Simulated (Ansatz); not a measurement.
## Zn2NiS4, from a guessed structure to a relaxed one

Starting from a made-up structure for Zn2NiS4, the aim is the relaxed cell, its shortest contacts and, where a second run follows, its electronic structure.

Calculated with Ansatz 0.2.0; DFT, PBE, plane-wave PAW, files of the set soft_1, scalar-relativistic, ferromagnetic start, cell and ions relaxed at zero pressure; PAW set soft_1, in the first sound run; inputs show where later runs differ.

## Step 1: The structure

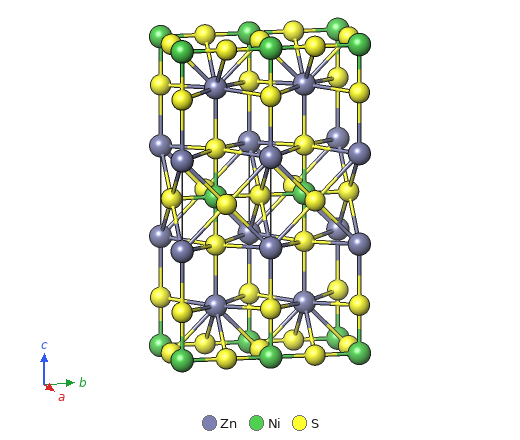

Start, viewed slightly off an axis; zinc blue, nickel green, sulfur yellow. 1×2×1 cells are drawn. This picture shows the conventional cell, with its axes. Some periodic images of atoms are drawn too.

## Step 2: Relaxing cell and atoms

The guess takes its coordinates from another compound and its volume from a rule, so the cell and any free coordinates are relaxed together.

Contents of input.yaml:

```yaml
crystal:
  lattice:
    - [-2.1015, 2.1015, 7.223]
    - [2.1015, -2.1015, 7.223]
    - [2.1015, 2.1015, -7.223]
  atoms:
    - { symbol: Zn, position: [0.3534, 0.3534, 0.0] }
    - { symbol: Zn, position: [0.6466, 0.6466, 0.0] }
    - { symbol: Ni, position: [0.0, 0.0, 0.0], spin: 1.0 }
    - { symbol: S, position: [0.0, 0.5, 0.5] }
    - { symbol: S, position: [0.5, 0.0, 0.5] }
    - { symbol: S, position: [0.156, 0.156, 0.0] }
    - { symbol: S, position: [0.844, 0.844, 0.0] }
magnetization:
  spin_polarized: true
kpoints:
  mp_grid: { grid: [9, 9, 9] }
scf:
  occupations: { method: fermi_dirac, width: 0.05 }
hamiltonian:
  xc: pbe
  pseudopotentials: { kind: paw, azcp: { folder: soft_1 } }
relax:
  f_tol: 0.015
  max_steps: 70
  cell: {}
output:
  forces: true
  stress: true
```

Started as:

```bash
$ ansatz run input.yaml --threads 4 --pin off --max-ram 10240MiB --backend cpu --events-out ev --progress --plain --runs-dir out
```

Numbers of over 12 decimals in the logs are rounded to 6 here.

Log:

```text
basis.fft_grid_basis auto: the FFT boxes are laid along the combinations [[1, 0, 1], [0, 1, 1], [0, 0, 1]] of the cell's own vectors, 4.203, 4.203 and 7.811 Å long. The dense box has 30×30×54 points. Along the cell's own vectors, as sized, it would have 54×54×54, 3.24 times as many. Of the 16 symmetry operations that the crystal satisfies within crystal.symmetry.tolerance (time reversal apart; of a slab, those that k [...]
Engine: ansatz 0.2.0, x86_64-unknown-linux-gnu
Pseudopotentials: kind: paw
Pseudopotential: Zn, paw, valence charge 12, recommended cutoff 420 eV (normal), soft_1/Zn.paw.azcp
Pseudopotential: Ni, paw, valence charge 18, recommended cutoff 420 eV (normal), soft_1/Ni.paw.azcp
Pseudopotential: S, paw, valence charge 6, recommended cutoff 420 eV (normal), soft_1/S.paw.azcp
Functional definition: PBE
  parameter kappa = 0.804
  parameter beta = 0.066725
  exchange = pbe_x(kappa = kappa, mu = beta*pi^2/3)
  correlation = pbe_c(beta = beta)
Crystal: 7 atoms, lattice volume = 127.596 Å³
Basis set: ecut = 420 eV, 2461 PW (Γ), FFT grids on a1+a3, a2+a3, a3, exchange–correlation on 60×60×108 points (8 copies of the dense FFT grid, shifted against one another)
Bands: 41, of which v1, the nominal top of the filled ones, is band 33 counted from 1 (32 counted from 0)
Symmetry: 16 space group operations
Space group: I4/mmm (ITA 139), of the structure as read, at distance tolerance 5.0e-5 Å
Magnetic group: BNS 139.531 (UNI 1191), of the structure as read, at distance tolerance 5.0e-5 Å
k-points: 75 of 729
Non-local potential: Zn, projectors of the file, l = 0: 2, l = 1: 2, l = 2: 3, l = 3: 1
Non-local potential: Ni, projectors of the file, l = 0: 3, l = 1: 2, l = 2: 3, l = 3: 1
Non-local potential: S, projectors of the file, l = 0: 2, l = 1: 2, l = 2: 1
PAW form: soft (Blöchl's): semilocal exchange-correlation on the pseudo side does not see the compensation charge
PAW one-centre angular grid: Zn, 590 points (default); XC on 64 Gauss nodes
PAW one-centre angular grid: Ni, 590 points (default); XC on 64 Gauss nodes
PAW one-centre angular grid: S, 110 points (default); XC on 64 Gauss nodes
Initial density: superposition of atomic densities (chi_scale 0.1, normalization cell, long waves kept (reshape's long-wave potential 0.32 eV rms))
Starting moments: Σ|m| = 1 μB on 1 of 7 sites
Initial wavefunctions: pseudopotential atomic-orbital guess
Functional: x = pbe(κ = 0.804, μ = 0.219515), c = pbe(β = 0.066725)
SCF iter   1: F=—  HF=-16087.121321 eV  |F-HF|=—  |Δ(HF+E_count)|=         —  Δρ=7.73e-2 (↑7.59e-2 ↓7.73e-2)  dr2=2.62e1  dr2_m=2.09e-2  M=1.234 μB ∫|m|=1.297 μB  β_m=0.30  ethr=3.10e-3  ⟨swp⟩=8.6  Hψ=30071  notcnv=0  defer=15
Mixer restart at iter 1: flushing history
preconditioner: auto → Kerker (q_TF=auto, 2.444 Å⁻¹)  [metal: Δε(μ)=0.011 eV  Ē_g=8.981 eV  σ=0.050 eV  W_gap=0.05  n_scr=32 (ndim 8)  ℏωp=25.0 eV  f_vac=0.013  D(μ)=5.93/eV (n_scr^D=50)]
spin=Collinear: Kerker preconditioning applied to the charge; magnetization (m = ρ↑ − ρ↓) channel mixes plain (no charge-response kernel on spin).
SCF iter   2: F=—  HF=-16081.525368 eV  |F-HF|=—  |Δ(HF+E_count)|=    5.60e0  Δρ=2.52e-2 (↑1.59e-2 ↓2.52e-2)  dr2=1.75e0  dr2_m=7.30e-2  M=1.137 μB ∫|m|=1.164 μB  β_m=0.28  ethr=3.10e-3  ⟨swp⟩=3.9  Hψ=16476  notcnv=0  defer=206
SCF iter   3: F=—  HF=-16082.072835 eV  |F-HF|=—  |Δ(HF+E_count)|=   5.47e-1  Δρ=1.46e-2 (↑1.10e-2 ↓1.46e-2)  dr2=8.30e-1  dr2_m=8.01e-2  M=1.112 μB ∫|m|=1.141 μB  β_m=0.54  ethr=2.65e-3  ⟨swp⟩=2.1  Hψ=10742  notcnv=0  defer=206
SCF iter   4: F=—  HF=-16083.098311 eV  |F-HF|=—  |Δ(HF+E_count)|=    1.03e0  Δρ=2.97e-2 (↑4.57e-3 ↓2.97e-2)  dr2=1.17e0  dr2_m=2.06e-1  M=0.840 μB ∫|m|=0.879 μB  β_m=0.17  ethr=1.26e-3  ⟨swp⟩=2.6  Hψ=12416  notcnv=0  defer=210
SCF iter   5: F=—  HF=-16083.387312 eV  |F-HF|=—  |Δ(HF+E_count)|=   2.89e-1  Δρ=1.13e-2 (↑1.13e-2 ↓7.76e-3)  dr2=1.03e-1  dr2_m=9.15e-2  M=0.760 μB ∫|m|=0.795 μB  β_m=0.54  ethr=1.26e-3  ⟨swp⟩=2.7  Hψ=10504  notcnv=0  defer=209
SCF iter   6: F=—  HF=-16083.512430 eV  |F-HF|=—  |Δ(HF+E_count)|=         —  Δρ=7.69e-3 (↑7.69e-3 ↓5.32e-3)  dr2=1.05e-1  dr2_m=6.82e-3  M=0.269 μB ∫|m|=0.300 μB  β_m=0.54  ethr=1.56e-4  ⟨swp⟩=3.3  Hψ=14129  notcnv=0  defer=209
Mixer restart at iter 6: flushing history
SCF iter   7: F=—  HF=-16083.574542 eV  |F-HF|=—  |Δ(HF+E_count)|=   6.21e-2  Δρ=3.36e-3 (↑1.22e-3 ↓3.36e-3)  dr2=7.43e-3  dr2_m=3.99e-3  M=0.217 μB ∫|m|=0.241 μB  β_m=0.52  ethr=1.56e-4  ⟨swp⟩=2.5  Hψ=13312  notcnv=0  defer=210
SCF iter   8: F=—  HF=-16083.567210 eV  |F-HF|=—  |Δ(HF+E_count)|=   7.33e-3  Δρ=4.90e-3 (↑4.90e-3 ↓2.94e-3)  dr2=5.63e-2  dr2_m=2.57e-3  M=0.178 μB ∫|m|=0.199 μB  β_m=0.52  ethr=1.13e-5  ⟨swp⟩=2.3  Hψ=12219  notcnv=0  defer=210
SCF iter   9: F=—  HF=-16083.573784 eV  |F-HF|=—  |Δ(HF+E_count)|=   6.57e-3  Δρ=1.41e-3 (↑9.69e-4 ↓1.41e-3)  dr2=3.38e-3  dr2_m=8.37e-4  M=0.105 μB ∫|m|=0.118 μB  β_m=0.50  ethr=1.13e-5  ⟨swp⟩=2.5  Hψ=12916  notcnv=0  defer=210
SCF iter  10: F=—  HF=-16083.572737 eV  |F-HF|=—  |Δ(HF+E_count)|=   1.05e-3  Δρ=9.72e-4 (↑5.92e-4 ↓9.72e-4)  dr2=1.15e-3  dr2_m=5.26e-4  M=0.080 μB ∫|m|=0.090 μB  β_m=0.75  ethr=5.13e-6  ⟨swp⟩=2.0  Hψ=10585  notcnv=0  defer=210
SCF iter  11: F=—  HF=-16083.573754 eV  |F-HF|=—  |Δ(HF+E_count)|=   1.02e-3  Δρ=9.77e-4 (↑4.25e-4 ↓9.77e-4)  dr2=9.04e-4  dr2_m=2.31e-4  M=0.056 μB ∫|m|=0.062 μB  β_m=0.88  ethr=1.75e-6  ⟨swp⟩=2.1  Hψ=10979  notcnv=0  defer=210
SCF iter  12: F=—  HF=-16083.573779 eV  |F-HF|=—  |Δ(HF+E_count)|=   2.53e-5  Δρ=2.95e-4 (↑1.35e-4 ↓2.95e-4)  dr2=1.08e-4  dr2_m=2.10e-5  M=0.019 μB ∫|m|=0.021 μB  β_m=0.94  ethr=1.37e-6  ⟨swp⟩=2.1  Hψ=11302  notcnv=0  defer=210
SCF iter  13: F=—  HF=-16083.573776 eV  |F-HF|=—  |Δ(HF+E_count)|=   2.60e-6  Δρ=8.82e-5 (↑5.18e-5 ↓8.82e-5)  dr2=1.51e-5  dr2_m=1.09e-6  M=0.005 μB ∫|m|=0.005 μB  β_m=0.97  ethr=1.64e-7  ⟨swp⟩=2.0  Hψ=10673  notcnv=0  defer=210
SCF iter  14: F=—  HF=-16083.573760 eV  |F-HF|=—  |Δ(HF+E_count)|=   1.65e-5  Δρ=1.51e-5 (↑1.02e-5 ↓1.51e-5)  dr2=7.34e-7  dr2_m=6.97e-8  M=0.001 μB ∫|m|=0.001 μB  β_m=0.98  ethr=2.29e-8  ⟨swp⟩=2.0  Hψ=9252  notcnv=0  defer=210
SCF iter  15: F=—  HF=-16083.573760 eV  |F-HF|=—  |Δ(HF+E_count)|=   4.51e-7  Δρ=5.10e-6 (↑5.10e-6 ↓4.41e-6)  dr2=1.49e-7  dr2_m=7.37e-9  M=0.001 μB ∫|m|=0.001 μB  β_m=0.99  ethr=1.11e-9  ⟨swp⟩=2.0  Hψ=10628  notcnv=0  defer=210
SCF iter  16: F=—  HF=-16083.573760 eV  |F-HF|=—  |Δ(HF+E_count)|=   6.61e-9  Δρ=1.79e-6 (↑1.58e-6 ↓1.79e-6)  dr2=3.40e-9  dr2_m=2.70e-9  M=0.000 μB ∫|m|=0.000 μB  β_m=1.00  ethr=2.26e-10  ⟨swp⟩=2.1  Hψ=8996  notcnv=0  defer=210
[...]
relax step  11: F+E_penalty+E_count = -16085.35533500 eV  Δ(F+E_penalty+E_count) = +7.462e-6 eV  max|allowed force component| = 3.849e-4 eV/Å  Δτ_max = 0.0011 Å  P = +0.004 GPa  Ω = 125.797 Å³  energy of the carried Pulay correction = +7.634e-4 eV  (10 SCF iters, dr2 threshold 8.79e-9 eV, accepted)
relax step  12: F+E_penalty+E_count = -16085.36545651 eV  Δ(F+E_penalty+E_count) = -1.012e-2 eV  max|allowed force component| = 1.143e-3 eV/Å  Δτ_max = 0.0000 Å  P = +0.190 GPa  Ω = 125.797 Å³  stress off target by 3.06e-1 GPa  SCF on the basis re-selected at this cell (its energy is not comparable with the rows above)  (16 SCF iters)
relax step  13: F+E_penalty+E_count = -16085.36594594 eV  Δ(F+E_penalty+E_count) = -4.894e-4 eV  max|allowed force component| = 9.329e-4 eV/Å  Δτ_max = 0.0026 Å  P = +0.024 GPa  Ω = 126.172 Å³  energy of the carried Pulay correction = -1.409e-4 eV  (9 SCF iters, dr2 threshold 2.34e-7 eV, accepted)
iter 1 solved again at ethr=2.03e-6 eV; its pass at ethr=3.10e-3 eV (dr2=1.34e-3 eV) is discarded
SCF iter   1: F=—  HF=-16085.365629 eV  |F-HF|=—  |Δ(HF+E_count)|=         —  Δρ=8.44e-5 (↑8.44e-5 ↓8.44e-5)  dr2=8.92e-7  dr2_m=1.29e-12  M=-0.000 μB ∫|m|=0.000 μB  β_m=0.65  ethr=2.03e-6  ⟨swp⟩=3.4  Hψ=47926  notcnv=0
eigensolver tolerance schedule: the retry pair's looser diagonalisation over-reported the residual by 1500.34 of it (diagonalisation noise at 58.41 of the residual, at the tolerance the schedule requests for it); recorded, not acted on — ethr = c·dr2/N_el stays at c = 1.0e-1
preconditioner: auto → Kerker (q_TF=auto, 2.334 Å⁻¹)  [metal: Δε(μ)=0.001 eV  Ē_g=9.185 eV  σ=0.050 eV  W_gap=0.01  n_scr=32 (ndim 8)  ℏωp=25.2 eV  f_vac=0.021  D(μ)=5.50/eV (n_scr^D=36)]
spin=Collinear: Kerker preconditioning applied to the charge; magnetization (m = ρ↑ − ρ↓) channel mixes plain (no charge-response kernel on spin).
SCF iter   2: F=—  HF=-16085.366033 eV  |F-HF|=—  |Δ(HF+E_count)|=   4.04e-4  Δρ=3.09e-5 (↑3.09e-5 ↓3.09e-5)  dr2=2.28e-7  dr2_m=2.22e-13  M=-0.000 μB ∫|m|=0.000 μB  β_m=0.58  ethr=1.35e-9  ⟨swp⟩=3.5  Hψ=15120  notcnv=0
SCF iter   3: F=—  HF=-16085.366081 eV  |F-HF|=—  |Δ(HF+E_count)|=   4.82e-5  Δρ=1.38e-5 (↑1.38e-5 ↓1.38e-5)  dr2=7.77e-8  dr2_m=8.28e-14  M=-0.000 μB ∫|m|=0.000 μB  β_m=0.57  ethr=3.46e-10  ⟨swp⟩=2.0  Hψ=11110  notcnv=0
SCF iter   4: F=—  HF=-16085.366092 eV  |F-HF|=—  |Δ(HF+E_count)|=   1.11e-5  Δρ=1.14e-6 (↑1.14e-6 ↓1.14e-6)  dr2=2.85e-9  dr2_m=4.77e-14  M=-0.000 μB ∫|m|=0.000 μB  β_m=0.55  ethr=1.18e-10  ⟨swp⟩=2.0  Hψ=11098  notcnv=0
SCF iter   5: F=—  HF=-16085.366091 eV  |F-HF|=—  |Δ(HF+E_count)|=   1.28e-6  Δρ=4.43e-7 (↑4.40e-7 ↓4.43e-7)  dr2=6.26e-10  dr2_m=3.42e-14  M=-0.000 μB ∫|m|=0.000 μB  β_m=0.68  ethr=4.32e-12  ⟨swp⟩=2.3  Hψ=10604  notcnv=0
SCF iter   6: F=—  HF=-16085.366091 eV  |F-HF|=—  |Δ(HF+E_count)|=   3.13e-9  Δρ=5.30e-7 (↑5.26e-7 ↓5.30e-7)  dr2=9.95e-10  dr2_m=2.54e-14  M=-0.000 μB ∫|m|=0.000 μB  β_m=0.71  ethr=1.00e-12  ⟨swp⟩=2.0  Hψ=9595  notcnv=0
SCF iter   7: F=—  HF=-16085.366091 eV  |F-HF|=—  |Δ(HF+E_count)|=   1.43e-9  Δρ=2.29e-7 (↑2.28e-7 ↓2.29e-7)  dr2=2.91e-10  dr2_m=1.76e-14  M=-0.000 μB ∫|m|=0.000 μB  β_m=0.82  ethr=1.00e-12  ⟨swp⟩=2.0  Hψ=9893  notcnv=0
SCF iter   8: F=—  HF=-16085.366091 eV  |F-HF|=—  |Δ(HF+E_count)|=   1.50e-9  Δρ=5.85e-8 (↑5.84e-8 ↓5.85e-8)  dr2=3.84e-11  dr2_m=1.35e-14  M=-0.000 μB ∫|m|=0.000 μB  β_m=0.91  ethr=1.00e-12  ⟨swp⟩=2.0  Hψ=7434  notcnv=0
SCF iter   9: F=-16085.366091 eV  HF=-16085.366091 eV  |F-HF|=7.28e-12  |Δ(HF+E_count)|=  1.09e-11  Δρ=2.92e-8 (↑2.92e-8 ↓2.85e-8)  dr2=1.34e-11  dr2_m=9.47e-15  M=-0.000 μB ∫|m|=0.000 μB  ethr=1.00e-12  ⟨swp⟩=3.6  Hψ=21163  notcnv=0
the starting moments were not kept: the SCF closed with an absolute magnetisation of 2.3e-6 μB, where they sum to 1 μB in size (1 site). That is at most 0.1 of that sum. Measured as dr2_m measures the in/out step, that magnetisation stands 6.5e-13 eV from none, at or under the dr2_threshold of 7.0e-11 eV: it is no larger than a step whose dr2_m would equal this threshold.
SCF 14 converged in 9 iterations: F = -16085.366091 eV  dr2 = 1.34e-11
relax step  14: F+E_penalty+E_count = -16085.36609091 eV  Δ(F+E_penalty+E_count) = -1.450e-4 eV  max|allowed force component| = 9.122e-4 eV/Å  Δτ_max = 0.0000 Å  P = +0.024 GPa  Ω = 126.172 Å³  stress off target by 3.80e-2 GPa  SCF on the basis re-selected at this cell (its energy is not comparable with the rows above)  (9 SCF iters)
basis re-selected at this cell: Δ(F+E_penalty+E_count) = -1.450e-4 eV, ΔP = -0.000 GPa vs the last step (what re-selecting the basis moved, of the pressure what is left beyond the Pulay correction that the steps carried, after the strain that the cell walked since its last selection, with what the two solves' SCF thresholds leave and, on support functions, any second-order correction that the steps lacked; it is no m [...]
SCF converged after 9 iterations
Magnetization: -0.0000 μB (33.0000 up, 33.0000 down)
Absolute magnetization: 0.0000 μB (∫|ρ↑−ρ↓|, with the PAW one-centre terms)
Spin contamination: 0.0000 ħ² per cell (⟨S²⟩ above its minimum at these occupations)
Per-site moments (μB) at R_I (Å): [(-9.84884483944241e-9, 0.919221), (-9.848844817055924e-9, 0.919221), (-1.463263445555114e-7, 0.927877), (-7.28835882354568e-8, 0.965420), (-7.288358777263502e-8, 0.965420), (-5.951568018921492e-7, 0.919221), (-5.951568019338021e-7, 0.919221)]
Free energy (F): -16085.366091 eV
Harris-Foulkes:  -16085.366091 eV  (|F-HF|=7.28e-12)
Internal energy: -16085.322440 eV  (E = F + TS)
E sigma→0 (E₀):  -16085.344265 eV
Entropy (-TS):   -0.043651 eV (-6.236 meV/atom)
Fermi energy:    7.254031 eV
--- Per-component energies (eV) ---
  E_band       = -423.660123
  E_kinetic    = 1048.862012
  E_local      = -9554.850811  (includes V_loc(G=0)·N_el)
  E_nonlocal   = 1664.202312
  E_hartree    = 4234.110987
  E_xc         = -620.223211
  E_vxc        = -571.799649  (∫ρ·V_xc dr)
  E_paw        = -7886.979933  (= ΣΔE_a)
  E_vpaw       = -1478.296589  (= ΣTr[D̂ρ^β])
  E_aug_tail   = 0.000390  (compensation charges beyond the density's cutoff)
  E_ewald      = -4970.444185
  E_smearing   = -0.043651  (= −TS)
  E_closure    = -0.000000  (closes the sum)
  Σ components = -16085.366091   (vs F -16085.366091, Δ=0.00e0)
--- Forces (eV/Å), atoms counted from 1 ---
  atom   1  Zn     0.00000000     0.00000000     0.00047566
  atom   2  Zn     0.00000000     0.00000000    -0.00047566
  atom   3  Ni    -0.00000000     0.00000000    -0.00000000
  atom   4  S     -0.00000000     0.00000000     0.00000000
  atom   5  S      0.00000000     0.00000000     0.00000000
  atom   6  S     -0.00000000     0.00000000     0.00091222
  atom   7  S      0.00000000     0.00000000    -0.00091222
  max |Σ_I F_I| component: 3.58e-18 eV/Å
--- Stress (GPa, compression-positive) ---
        0.037993       0.000000       0.000000
        0.000000       0.037993       0.000000
        0.000000       0.000000      -0.005366
  P = ⅓ Tr σ = 0.0235 GPa (0.235 kbar)
--- Relaxed structure (12 steps of the walk, 12 accepted, 2 SCFs on fresh bases) ---
  F+E_penalty+E_count = -16085.36609091 eV   max|allowed force component| = 9.122e-4 eV/Å   (the final SCF, on the basis selected at the relaxed cell)
  cell:  # Å, volume = 126.1719 Å³
    - [-2.340412, 2.340412, 5.758618]
    - [2.340412, -2.340412, 5.758618]
    - [2.340412, 2.340412, -5.758618]
  atoms:
    - { symbol: Zn, position: [0.388792, 0.388792, 0] }
    - { symbol: Zn, position: [0.611208, 0.611208, 0] }
    - { symbol: Ni, position: [-5.661070262379564e-19, -5.66107026237957e-19, 0] }
    - { symbol: S, position: [-5.661070262379566e-19, 0.500000, 0.500000] }
    - { symbol: S, position: [0.500000, -5.661070262379568e-19, 0.500000] }
    - { symbol: S, position: [0.195307, 0.195307, 0] }
    - { symbol: S, position: [0.804693, 0.804693, 0] }
```

Wall time 3.1 min (4 threads of Intel Xeon Platinum 8488C (Sapphire Rapids), shared host); peak memory 0.9 GiB; 12 min of CPU time.

The steps of the relaxation:

```
step  energy less that of the first step (eV)  largest force component (eV/Å)  pressure (GPa)  volume (Å³)
   1                                   0.0000                          1.3267            3.75       127.60
   2                                  -0.4889                          0.9265            1.49       126.49
   3                                  -0.8545                          0.6632            2.38       124.26
   4                                  -1.1937                          0.7591            3.02       122.02
   5                                  -1.5571                          0.8203            3.63       120.59
   6                                  -1.7447                          0.4828           -0.52       126.16
   7                                  -1.7505                          0.4902            0.47       125.44
   8                                  -1.7659                          0.1990            0.46       125.56
   9                                  -1.7735                          0.2054           -0.80       127.07
  10                                  -1.7816                          0.0087            0.05       125.71
  11                                  -1.7816                          0.0004            0.00       125.80
 12*                                  -1.7917                          0.0011            0.19       125.80
  13                                  -1.7922                          0.0009            0.02       126.17
 14*                                  -1.7923                          0.0009            0.02       126.17
```

Relaxation steps marked * repeat the geometry before them on a plane-wave basis chosen anew for their cell, so energy and pressure can jump there.

Forces are held to the 16 operations that the run works with; a distortion that breaks them can't arise in this run.

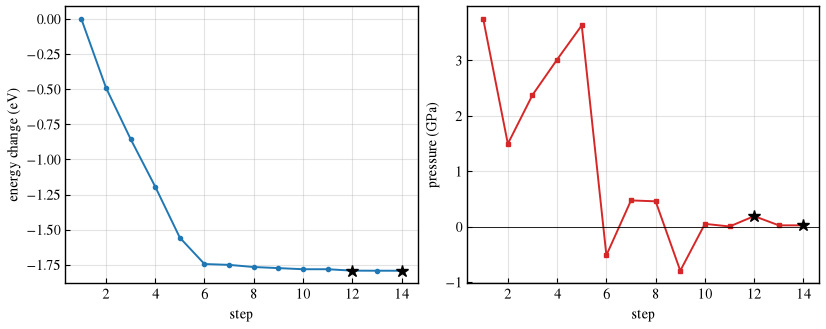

Energy and pressure along the relaxation. Stars mark steps on a basis chosen anew.

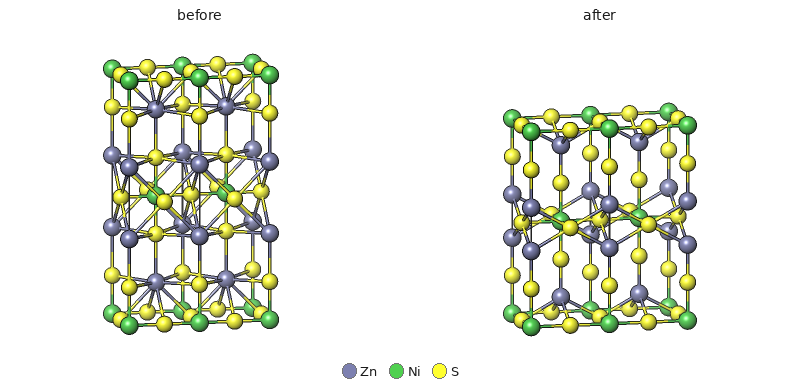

Before and after, at one scale.

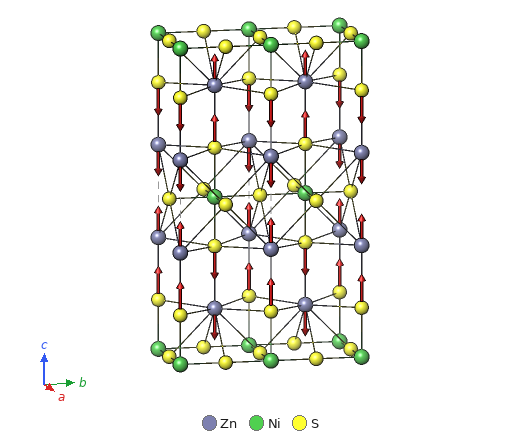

Displacements in the relaxation, exaggerated, measured against the changing cell; the longest in the cell stands for 0.45 Å. 1×2×1 conventional cells are drawn. Some periodic images of atoms are drawn too.

```
     cell as run  before   after   change
           a (Å)   7.811   6.642  -15.0 %
           b (Å)   7.811   6.642  -15.0 %
           c (Å)   7.811   6.642  -15.0 %
           α (°)  148.78  138.74   -6.8 %
           β (°)  148.78  138.74   -6.8 %
           γ (°)   44.73   59.78  +33.6 %
volume (Å³/atom)   18.23   18.02   -1.1 %
```

The atoms that moved most (Å, as changes of fractional coordinates times the final cell):

```
atom     dx     dy      dz  length
  S6  0.000  0.000   0.453   0.453
  S7  0.000  0.000  -0.453   0.453
 Zn1  0.000  0.000   0.408   0.408
 Zn2  0.000  0.000  -0.408   0.408
```

This step gave:

- free energy: -16085.3661 eV
- energy at zero smearing: -16085.3443 eV
- smearing term TS: 0.04365 eV
- Fermi energy: 7.254 eV
- electrons: 66
- symmetry operations: 16
- pressure: 0.02354 GPa

Shortest distances by pair of elements, guess and relaxed (not always the same contact):

```
 pair  guess (Å)  relaxed (Å)
 S–Zn      2.852        2.228
 Ni–S      2.102        2.249
Zn–Zn      4.203        2.562
  S–S      2.972        3.246
Ni–Zn      3.649        3.549
```

The relaxation ends with a largest force component of 9.1e-4 eV/Å and a pressure of 0.02 GPa. The starting moments have collapsed: the run ends non-magnetic.

(Part 1 of 2 ends here.)

[Logs are printed without paths, hosts, clocks, repeated set-up lines and the standing remarks that a program may print on its own settings, such as how far it seeks lower states.]

[Hosts, paths, dates, database ids (printed as entryN), source tags and the programs' standing remarks are cut or masked in the printed files.]
